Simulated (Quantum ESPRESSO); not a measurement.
# Gap and tunnelling decay at a withheld lattice constant: RbGeF3, cubic perovskite type

**Set-up.** Quantum ESPRESSO 7.5 (pw.x, pwcond.x with ikind = 0), PBE, GBRV ultrasoft, cubic crystals. κ is the slowest decay along [001] at mid-gap among three points across the current.

```
a (Å)  gap on the mesh (eV)  κ (1/Å)
4.201                 0.939    0.078
4.335                 1.497    0.124
4.469                 1.950    0.156
4.738                 2.577    0.201
```

One more run was made and is withheld. What are gap and κ at a = 4.604 Å?

By hand: A line through the rows at 4.469 and 4.738 Å gives a gap of 1.950 + 0.502 × (2.577 − 1.950) = 2.26 eV and κ = 0.179 1/Å. The two-band model κ = 0.5123 √(m* E_g/4) needs m* = 0.190 at 4.469 Å; with that mass and the new gap, κ = 0.168 1/Å.

What the calculation gave: The gap is 2.309 eV and κ = 0.182 1/Å. The line misses the gap by −0.044 eV and κ by −1.9 %; the two-band estimate misses κ by −7.6 %.

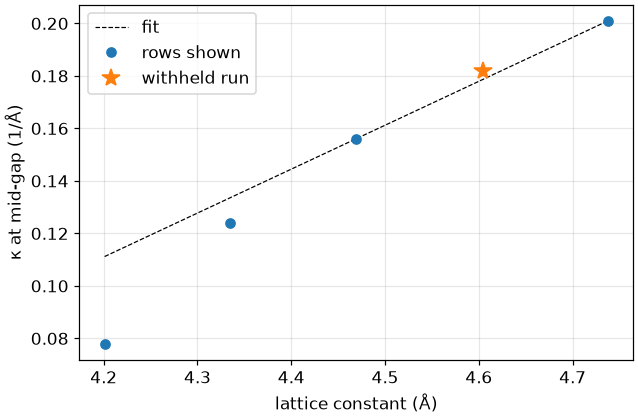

The rows shown, the fit and the withheld run.

Caveats: The structure type is imposed. Local and semilocal gaps and decay constants are too small; no spin-orbit coupling. For an indirect gap m* is a fitting number alone.

[Logs are printed without paths, hosts, clocks, repeated set-up lines and the standing remarks that a program may print on its own settings, such as how far it seeks lower states.]
